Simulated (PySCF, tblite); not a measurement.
**C₃H₇B: geometry, infrared bands, NMR shifts and spin-spin couplings**

Wanted: the infrared bands, NMR shifts and spin-spin couplings of C₃H₇B (`BCC=C`), by calculation.

Programs: tblite 0.8.0 and PySCF 2.14.0, with density-fitted response routines of our own. Each step states its level of theory. These are calculated values for one molecule in the gas phase, unless marked as measured. Atoms are numbered from 0 throughout.

**1. The molecule as given**

11 atoms, charge 0, multiplicity 1; geometry from: force field or distance geometry start.

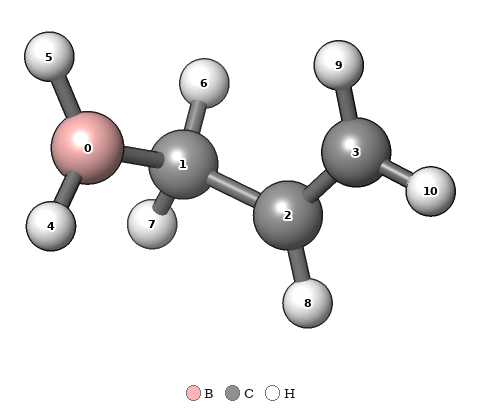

As it starts; boron pink, carbon grey, hydrogen white, atoms numbered.

**2. Relaxing the molecule with GFN2-xTB**

The job: settings as JSON, then the geometry in Å.

```
{"job": {"kind": "relax", "xc": "GFN2-xTB", "basis": "xTB"}, "charge": 0, "multiplicity": 1}
B     -1.514200     0.621800     0.148100
C     -0.615800    -0.570800    -0.372800
C      0.736600    -0.562100     0.321700
C      1.673200     0.334200    -0.018900
H     -1.804000     0.708500     1.301100
H     -1.933800     1.427700    -0.618300
H     -0.482100    -0.508400    -1.468600
H     -1.122400    -1.523700    -0.121900
H      0.942600    -1.301100     1.086800
H      1.493900     1.070900    -0.775800
H      2.631400     0.305600     0.492700
```

Command:

```
$ OMP_NUM_THREADS=1 python probes_run.py task.json out
```

The driver reads the jobs from task.json and runs them one after another.

The log of the run:

```text
step      E/eV     max force
  0    -303.83868    1.442
  1    -303.86609    1.098
  2    -303.88356    0.334
  3    -303.89171    0.175
  4    -303.89399    0.147
  5    -303.89522    0.129
  6    -303.89706    0.136
  7    -303.89882    0.137
  8    -303.89984    0.078
  9    -303.90039    0.085
 10    -303.90106    0.092
 11    -303.90225    0.157
 12    -303.90394    0.180
 13    -303.90558    0.130
 14    -303.90666    0.093
 15    -303.90742    0.090
 16    -303.90838    0.126
 17    -303.90966    0.148
 18    -303.91086    0.117
 19    -303.91185    0.090
 20    -303.91294    0.130
 21    -303.91434    0.166
 22    -303.91583    0.143
 23    -303.91697    0.091
 24    -303.91768    0.082
 25    -303.91834    0.105
 26    -303.91931    0.127
 27    -303.92046    0.130
 28    -303.92138    0.082
 29    -303.92205    0.067
 30    -303.92276    0.086
 31    -303.92359    0.095
 32    -303.92467    0.110
 33    -303.92592    0.110
 34    -303.92725    0.096
 35    -303.92856    0.099
 36    -303.92982    0.098
 37    -303.93103    0.107
 38    -303.93241    0.123
 39    -303.93360    0.132
 40    -303.93464    0.097
 41    -303.93559    0.085
 42    -303.93711    0.112
 43    -303.93908    0.132
 44    -303.94111    0.124
 45    -303.94294    0.109
 46    -303.94447    0.096
 47    -303.94604    0.141
 48    -303.94788    0.160
 49    -303.94850    0.222
 50    -303.94993    0.059
 51    -303.95022    0.041
 52    -303.95045    0.043
 53    -303.95057    0.034
 54    -303.95072    0.019
 55    -303.95076    0.023
 56    -303.95079    0.020
 57    -303.95082    0.016
 58    -303.95085    0.015
 59    -303.95088    0.013
 60    -303.95090    0.013
 61    -303.95093    0.018
 62    -303.95099    0.026
 63    -303.95112    0.035
 64    -303.95137    0.054
 65    -303.95184    0.071
 66    -303.95250    0.089
 67    -303.95352    0.106
 68    -303.95551    0.141
 69    -303.95759    0.173
 70    -303.95918    0.229
 71    -303.94805    0.653
 72    -303.96326    0.159
 73    -303.96405    0.100
 74    -303.96618    0.095
 75    -303.96828    0.158
 76    -303.96956    0.090
 77    -303.97208    0.107
 78    -303.97409    0.124
 79    -303.97555    0.098
 80    -303.97656    0.089
 81    -303.97793    0.118
 82    -303.97893    0.152
 83    -303.97984    0.094
 84    -303.98082    0.076
 85    -303.98151    0.040
 86    -303.98180    0.036
 87    -303.98193    0.028
 88    -303.98202    0.022
 89    -303.98212    0.021
 90    -303.98216    0.018
 91    -303.98219    0.015
 92    -303.98221    0.013
 93    -303.98223    0.013
 94    -303.98225    0.013
 95    -303.98228    0.013
 96    -303.98230    0.013
 97    -303.98231    0.011
 98    -303.98231    0.008
```

Run time: 0.51 s. Hardware: 1 thread of Arm Neoverse N1, shared host.

The steps of the relaxation: (not every step is listed)

```tsv
step	energy from step 0 (eV)	largest force (eV/Å)
0	0.0000	1.4420
1	-0.0274	1.0979
2	-0.0449	0.3345
3	-0.0530	0.1751
4	-0.0553	0.1466
5	-0.0565	0.1285
6	-0.0584	0.1357
7	-0.0601	0.1371
8	-0.0612	0.0778
16	-0.0697	0.1258
24	-0.0790	0.0815
32	-0.0860	0.1098
40	-0.0960	0.0974
48	-0.1092	0.1595
56	-0.1121	0.0205
64	-0.1127	0.0537
72	-0.1246	0.1593
80	-0.1379	0.0888
88	-0.1433	0.0216
93	-0.1436	0.0133
94	-0.1436	0.0130
95	-0.1436	0.0132
96	-0.1436	0.0130
97	-0.1436	0.0106
98	-0.1436	0.0085
```

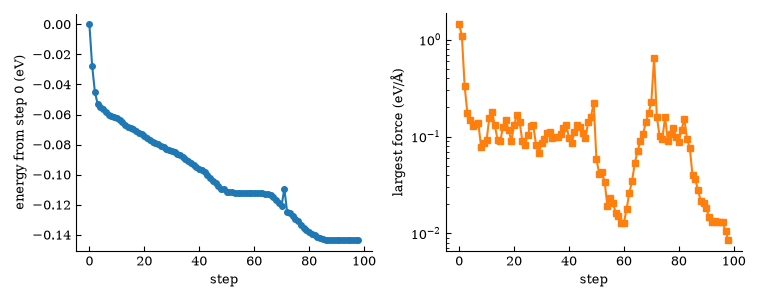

Energy and largest force along the relaxation.

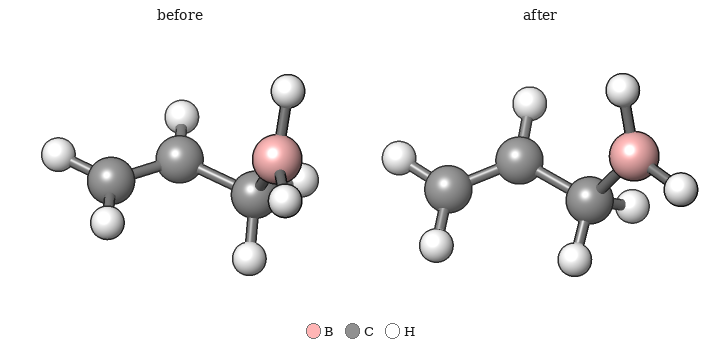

Before and after, at one scale.

Distances of close pairs at the start and the end, largest changes first:

```tsv
bond	before (Å)	after (Å)	change (Å)
C1–C2	1.520	1.494	-0.026
B0–H4	1.192	1.169	-0.023
C2–C3	1.340	1.320	-0.020
B0–H5	1.189	1.169	-0.020
C1–H6	1.106	1.093	-0.013
B0–C1	1.581	1.571	-0.010
C3–H10	1.087	1.077	-0.010
C1–H7	1.108	1.099	-0.009
```

The next job starts from the end point, and lists it.

**3. Harmonic vibrations with GFN2-xTB**

The job: settings as JSON, then the geometry in Å.

```
{"job": {"kind": "ir", "xc": "GFN2-xTB", "basis": "xTB"}, "charge": 0, "multiplicity": 1}
B     -1.731746     0.504217     0.255572
C     -0.563355    -0.307840    -0.410736
C      0.717045    -0.363467     0.357285
C      1.873449     0.097531    -0.081718
H     -1.692278     0.802789     1.384784
H     -2.668537     0.778349    -0.387933
H     -0.366540     0.026842    -1.432380
H     -0.952519    -1.330753    -0.507835
H      0.647043    -0.801685     1.344606
H      1.971887     0.542274    -1.059303
H      2.770975     0.054414     0.511695
```

The log of the run:

```text
mode    cm-1     km/mol
  1      87.9      0.27
  2     141.5      2.96
  3     293.8      0.67
  4     398.5      4.31
  5     586.5      0.40
  6     626.3      3.58
  7     788.4      3.12
  8     859.1    219.01
  9     886.7     12.34
 10     926.3      9.11
 11     999.8     16.76
 12    1019.4      5.95
 13    1055.5     12.21
 14    1171.5     26.36
 15    1191.6     64.20
 16    1249.7     29.68
 17    1300.6     14.84
 18    1411.7     15.81
 19    1435.6      9.80
 20    1718.3     24.53
 21    2643.6    102.61
 22    2678.6    135.17
 23    2892.8     29.40
 24    2970.4     30.55
 25    3053.5     44.06
 26    3092.1     32.43
 27    3119.7     64.47
```

Wall time 0.24 s (1 thread of Arm Neoverse N1, shared host).

The strongest bands and the atoms that carry them (share of the mass-weighted mode):

```tsv
cm⁻¹	km/mol	atoms
859	219.0	H4 27 %, B0 25 %, H5 24 %, C1 10 %
1192	64.2	H5 40 %, H4 33 %, B0 18 %
2644	102.6	H5 55 %, H4 41 %
2679	135.2	H4 51 %, H5 37 %, B0 11 %
2970	30.6	H6 92 %
3054	44.1	H8 91 %
3092	32.4	H9 75 %, H10 20 %
3120	64.5	H10 72 %, H9 17 %
```

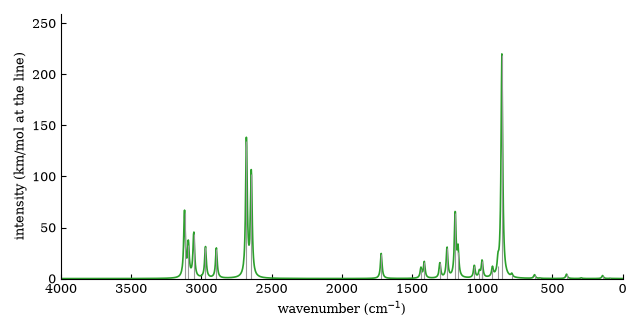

The infrared spectrum from these modes, unscaled. Lines are broadened to a width of 14 cm⁻¹ (Lorentzian).

**4. Shielding tensors: PBE0/pcSseg-1**

Settings changed since step 3:

```diff
@@ -1,2 +1,2 @@
-{"job": {"kind": "ir", "xc": "GFN2-xTB", "basis": "xTB"}, "charge": 0, "multiplicity": 1}
+{"job": {"kind": "nmr", "xc": "PBE0", "basis": "pcSseg-1"}, "charge": 0, "multiplicity": 1}
 B     -1.731746     0.504217     0.255572
```

With the program's defaults for keys left out, this is: GIAO PBE0/pcSseg-1 NMR shielding, non-relativistic, gas phase.

The log of the run:

```text
coarse grid: 8688 points
cycle   1  E = -143.0638204762  dE =  2.117e-01  |g| = 3.375e-01  |ddm| = 2.732e+00
cycle   2  E = -143.0658051087  dE = -1.985e-03  |g| = 3.381e-01  |ddm| = 5.828e-01
cycle   3  E = -143.0963205603  dE = -3.052e-02  |g| = 1.921e-02  |ddm| = 3.005e-01
cycle   4  E = -143.0964124540  dE = -9.189e-05  |g| = 7.751e-03  |ddm| = 2.838e-02
cycle   5  E = -143.0964303725  dE = -1.792e-05  |g| = 1.532e-03  |ddm| = 9.134e-03
cycle   6  E = -143.0964308965  dE = -5.239e-07  |g| = 6.290e-04  |ddm| = 1.781e-03
final grid: 82440 points
cycle   7  E = -143.1193997249  dE = -2.456e-05  |g| = 6.274e-03  |ddm| = 1.928e-02
cycle   8  E = -143.1193977043  dE =  2.021e-06  |g| = 6.945e-03  |ddm| = 1.156e-02
cycle   9  E = -143.1194104250  dE = -1.272e-05  |g| = 1.107e-03  |ddm| = 6.168e-03
cycle  10  E = -143.1194107293  dE = -3.043e-07  |g| = 1.906e-04  |ddm| = 8.988e-04
cycle  11  E = -143.1194107384  dE = -9.082e-09  |g| = 4.739e-05  |ddm| = 1.871e-04
cycle  12  E = -143.1194107390  dE = -6.413e-10  |g| = 7.684e-06  |ddm| = 4.924e-05
converged SCF energy = -143.1194107390

GIAO shielding tensors (ppm)
atom      isotropic    diamagn.    paramagn.     s11        s22        s33       span
  0 B       10.576     191.578    -181.002    -65.651    -31.818    129.198    194.849
  1 C      141.947     250.769    -108.821    115.760    147.724    162.358     46.598
  2 C       39.465     256.415    -216.950    -81.105     43.774    155.726    236.831
  3 C       68.359     254.229    -185.870    -41.448     90.030    156.497    197.945
  4 H       23.818      29.569      -5.751     15.624     27.609     28.221     12.596
  5 H       23.710      29.421      -5.711     16.153     26.895     28.083     11.930
  6 H       28.712      31.524      -2.812     25.145     29.391     31.599      6.454
  7 H       29.545      29.805      -0.260     24.629     29.178     34.827     10.199
  8 H       25.089      32.000      -6.911     23.383     24.732     27.153      3.770
  9 H       26.516      31.605      -5.089     23.750     26.018     29.781      6.031
 10 H       26.563      29.762      -3.199     23.860     25.705     30.125      6.264
```

Wall time 11 s (1 thread of Arm Neoverse N1, shared host); peak memory 0.47 GiB.

The references, computed at this level on geometries of the same kind, shield at (ppm): 1H TMS 31.72, 13C TMS 186.9, 11B BF3·OEt2 100.1. Their shielding less the atom's gives the shift. The references are single molecules in the gas phase. Atoms listed in one row are averaged.

```tsv
atoms	environment	σ (ppm)	δ (ppm)	δ scaled to CDCl3
C2	alkene CH	39.5	147.5	142.0
C3	terminal =CH2 carbon	68.4	118.6	113.8
C1	allylic sp3 CH2 bonded to B	141.9	45.0	42.0
H4, H5	hydrogen on a boron bonded to C	23.76	7.95	–
H8	hydrogen on an alkene CH	25.09	6.63	6.35
H9	hydrogen on a terminal =CH2 carbon	26.52	5.20	5.01
H10	hydrogen on a terminal =CH2 carbon	26.56	5.15	4.96
H6, H7	hydrogen on an allylic sp3 CH2 bonded to B	29.13	2.59	2.55
B0	boron bonded to C, 2 H	10.6	89.5	–
```

The scaled column applies a straight-line fit of computed shieldings to shifts measured in CDCl3 (root-mean-square error 0.16 ppm for H, 1.9 ppm for C).

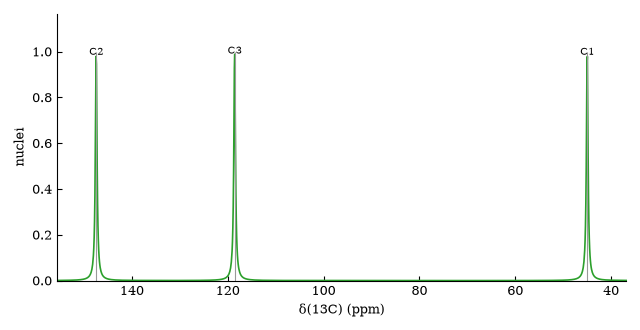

13C lines at the computed shifts, without couplings. Lines are broadened to a width of 0.41 ppm (Lorentzian).

The run also stored atomic charges by several schemes (e):

```tsv
atoms	Mulliken	IAO	Hirshfeld	ESP fit
B0	0.20	0.09	0.17	0.48
C1	-0.40	-0.42	-0.14	-0.20
C2	-0.23	-0.12	-0.04	0.00
C3	-0.17	-0.34	-0.12	-0.59
```

ESP fit charges:

```tsv
atom	value (e)
B0	0.48
C1	-0.20
C2	0.00
C3	-0.59
H4	-0.17
H5	-0.19
H6	0.07
H7	0.07
H8	0.10
H9	0.22
H10	0.21
```

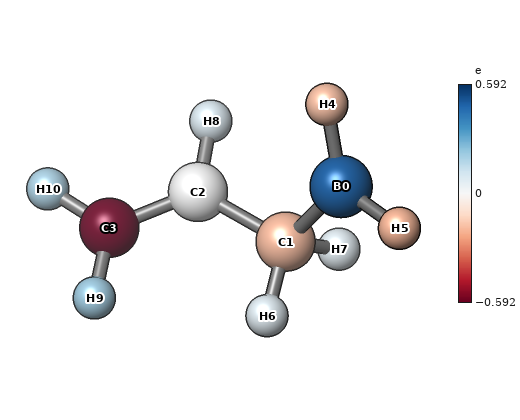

ESP fit charges, as colours on the atoms.

Mayer bond orders: B0–C1 1.00, C1–C2 1.04, C2–C3 2.00.

**5. J couplings: B3LYP/pcJ-1**

Settings changed since step 4:

```diff
@@ -1,2 +1,2 @@
-{"job": {"kind": "nmr", "xc": "PBE0", "basis": "pcSseg-1"}, "charge": 0, "multiplicity": 1}
+{"job": {"kind": "j", "xc": "B3LYP", "basis": "pcJ-1"}, "charge": 0, "multiplicity": 1}
 B     -1.731746     0.504217     0.255572
```

Method: B3LYP/pcJ-1 indirect spin-spin coupling, non-relativistic, gas phase.

The log of the run:

```text
coarse grid: 8688 points
cycle   1  E = -143.2750245843  dE =  1.601e-01  |g| = 3.999e-01  |ddm| = 2.524e+00
cycle   2  E = -143.2681478412  dE =  6.877e-03  |g| = 4.348e-01  |ddm| = 6.970e-01
cycle   3  E = -143.3183008655  dE = -5.015e-02  |g| = 2.632e-02  |ddm| = 3.851e-01
cycle   4  E = -143.3184493238  dE = -1.485e-04  |g| = 1.243e-02  |ddm| = 3.578e-02
cycle   5  E = -143.3184869206  dE = -3.760e-05  |g| = 4.729e-03  |ddm| = 1.264e-02
cycle   6  E = -143.3184916877  dE = -4.767e-06  |g| = 1.722e-03  |ddm| = 4.291e-03
final grid: 82440 points
cycle   7  E = -143.3498653464  dE = -7.341e-05  |g| = 5.841e-03  |ddm| = 1.473e-02
cycle   8  E = -143.3498590390  dE =  6.307e-06  |g| = 7.630e-03  |ddm| = 9.447e-03
cycle   9  E = -143.3498732024  dE = -1.416e-05  |g| = 1.273e-03  |ddm| = 5.670e-03
cycle  10  E = -143.3498735530  dE = -3.506e-07  |g| = 5.410e-04  |ddm| = 1.345e-03
cycle  11  E = -143.3498736272  dE = -7.426e-08  |g| = 4.310e-05  |ddm| = 4.127e-04
cycle  12  E = -143.3498736277  dE = -4.719e-10  |g| = 9.163e-06  |ddm| = 4.322e-05
converged SCF energy = -143.3498736277

Indirect spin-spin couplings (Hz)
  i      j    bonds     total        FC       PSO       DSO        SD
  0 B    1 C    1     47.213    49.594    -2.757     0.146     0.229
  0 B    2 C    2     -3.152    -2.999    -0.064    -0.018    -0.071
  0 B    3 C    3      3.941     3.857     0.184    -0.082    -0.019
  0 B    4 H    1    133.139   134.167    -1.944     0.336     0.580
  0 B    5 H    1    131.404   132.425    -1.898     0.311     0.566
  0 B    6 H    2     -4.211    -3.809    -0.090    -0.394     0.082
  0 B    7 H    2     -6.721    -6.981     0.203    -0.273     0.329
  0 B    8 H    3      2.490     2.740    -0.106    -0.129    -0.015
  0 B    9 H    4     -1.769    -1.739     0.230    -0.233    -0.027
  0 B   10 H    4     -1.662    -1.622     0.342    -0.379    -0.003
  1 C    2 C    1     41.454    42.678    -1.407     0.183         -
  1 C    3 C    2      0.814     1.229    -0.355    -0.061         -
  1 C    4 H    2      3.919     4.395    -0.283    -0.193         -
  1 C    5 H    2      5.088     5.573    -0.305    -0.180         -
  1 C    6 H    1    126.591   124.520     1.326     0.744         -
  1 C    7 H    1    114.814   112.315     1.756     0.742         -
  1 C    8 H    2      6.550     6.721     0.134    -0.305         -
  1 C    9 H    3      8.399     8.565    -0.115    -0.051         -
  1 C   10 H    3     12.319    12.419     0.418    -0.519         -
  2 C    3 C    1     78.766    88.436    -9.803     0.133         -
  2 C    4 H    3      6.437     6.376    -0.005     0.067         -
  2 C    5 H    3      8.228     8.259     0.280    -0.310         -
  2 C    6 H    2     -2.537    -2.193    -0.150    -0.194         -
  2 C    7 H    2     -8.711    -8.645     0.080    -0.146         -
  2 C    8 H    1    158.112   157.100     0.241     0.771         -
  2 C    9 H    2     -1.488     0.467    -1.397    -0.559         -
  2 C   10 H    2     -0.376     1.450    -1.245    -0.582         -
  3 C    5 H    4      0.652     0.665     0.243    -0.257         -
  3 C    6 H    3      6.664     7.057    -0.374    -0.019         -
  3 C    7 H    3      6.574     6.728     0.281    -0.435         -
  3 C    8 H    2      1.771     3.502    -1.150    -0.581         -
  3 C    9 H    1    159.695   158.495     0.624     0.577         -
  3 C   10 H    1    163.674   162.497     0.637     0.540         -
  4 H    5 H    2      5.453     5.734     2.012    -2.293         -
  4 H    6 H    3      5.739     5.946     1.855    -2.062         -
  4 H    7 H    3     -0.875    -0.783     1.367    -1.460         -
  5 H    6 H    3      4.089     4.205     0.297    -0.413         -
  5 H    7 H    3     -0.848    -0.783     0.767    -0.833         -
  5 H    8 H    4     -0.308    -0.191     1.142    -1.259         -
  5 H    9 H    5     -0.294    -0.231     0.559    -0.622         -
  6 H    7 H    2    -20.734   -20.931     2.400    -2.204         -
  6 H    8 H    3     11.700    11.833     2.874    -3.007         -
  6 H    9 H    4     -0.436    -0.415    -1.454     1.434         -
  6 H   10 H    4     -0.473    -0.275     1.582    -1.780         -
  7 H    8 H    3      4.576     4.640     0.573    -0.637         -
  7 H    9 H    4     -3.146    -2.975     1.150    -1.321         -
  7 H   10 H    4     -3.342    -3.203     1.595    -1.733         -
  8 H    9 H    3     17.449    18.009     2.880    -3.439         -
  8 H   10 H    3     11.272    11.747     0.327    -0.801         -
  9 H   10 H    2      0.172    -0.085     3.876    -3.619         -
```

Wall time 22 s (1 thread of Arm Neoverse N1, shared host); peak memory 0.73 GiB.

A choice of the couplings up to four bonds, sorted by the number of bonds, with means over like pairs; isotopes 11B, 13C, 1H:

```tsv
pair	bonds	J (Hz)	Fermi contact (Hz)	dihedral (°)
C3–H10	1	163.7	162.5	–
C3–H9	1	159.7	158.5	–
C2–H8	1	158.1	157.1	–
B0–H4	1	132.3	133.3	–
C1–H6	1	120.7	118.4	–
C2–C3	1	78.8	88.4	–
B0–C1	1	47.2	49.6	–
C1–C2	1	41.5	42.7	–
H6–H7	2	-20.7	-20.9	–
C1–H8	2	6.5	6.7	–
C2–H6	2	-5.6	-5.4	–
B0–H6	2	-5.5	-5.4	–
H4–H5	2	5.5	5.7	–
C1–H4	2	4.5	5.0	–
B0–C2	2	-3.2	-3.0	–
C3–H8	2	1.8	3.5	–
C2–H9	2	-1.5	0.5	–
H8–H9	3	17.4	18.0	-180
C1–H10	3	12.3	12.4	179
H8–H10	3	11.3	11.7	0
C1–H9	3	8.4	8.6	-1
H6–H8	3	8.1	8.2	–
C2–H4	3	7.3	7.3	–
C3–H6	3	6.6	6.9	–
B0–C3	3	3.9	3.9	-119
B0–H8	3	2.5	2.7	59
H6–H10	4	-1.9	-1.7	–
H6–H9	4	-1.8	-1.7	–
B0–H9	4	-1.8	-1.7	–
B0–H10	4	-1.7	-1.6	–
```

The spin-dipole term was solved for some atoms only; pairs without it lack that part.

Quadrupole couplings from the field gradients of the same density:

```tsv
atom	isotope	eQq/h (MHz)	η
B0	11B	6.029	0.02
```

Shifts (PBE0/pcSseg-1, unscaled) and these couplings together give the proton spectrum at 600 MHz below. Couplings to quadrupolar nuclei are left out.

1H NMR δ 7.95 (br, 2H), 6.63 (ddt, J = 17.4, 11.3, 8.1 Hz, 1H), 5.20 (dt, J = 17.4, 1.8 Hz, 1H), 5.15 (dt, J = 11.3, 1.9 Hz, 1H), 2.59 (m, 2H).

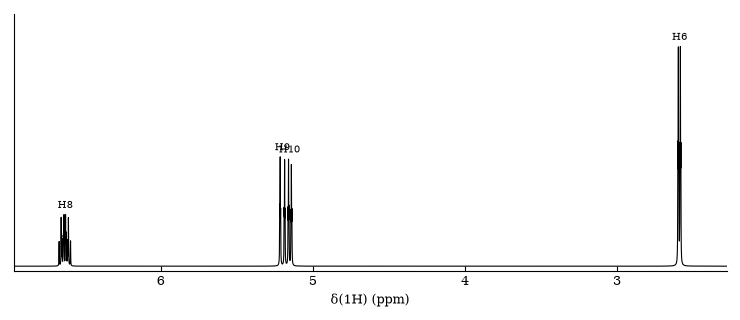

Simulated proton spectrum at 600 MHz, by exact diagonalisation of each spin system; lines 1.2 Hz wide, exchangeable protons uncoupled, protons on B, Al or Ga left out.

**6. What came out**

| quantity | value |
| --- | --- |
| strongest single infrared mode (GFN2-xTB) | 859 cm⁻¹, 219 km/mol |
| zero-point energy (GFN2-xTB) | 55.2 kcal/mol |
| 13C shifts against TMS (PBE0/pcSseg-1) | 147.5, 118.6, 45.0 ppm |
| 1H shifts against TMS (PBE0/pcSseg-1, means over atoms taken as alike) | 7.95, 6.63, 5.20, 5.15, 2.59 ppm |
| 11B shifts against BF3·OEt2 (PBE0/pcSseg-1) | 89.5 ppm |
| largest coupling of the table (B3LYP/pcJ-1) | 1J(C,H) C3–H10, 163.7 Hz |

What this shows: Relaxing lowered the energy by 0.144 eV in 98 steps; the close pair that moved most is C1–C2, from 1.520 to 1.494 Å. All 27 modes are real, so the xTB geometry is a minimum. The strongest single mode, at 859 cm⁻¹, moves mainly H4, B0 and H5. Unscaled tight-binding wavenumbers are off by several per cent, some by more. Its intensities can rank the bands wrongly. The most deshielded carbon is C2 (alkene CH), at 147.5 ppm: an sp2 carbon of a C=C bond. At PBE0/pcSseg-1: The largest span, 237 ppm, is at C2, where the paramagnetic term is -217 ppm. Of the pairs tabulated at B3LYP/pcJ-1, C3–H10 couples most strongly (163.7 Hz; Fermi contact 162.5 Hz). Couplings across rotatable bonds belong to this one conformer; where others are populated, the observed values are averages.
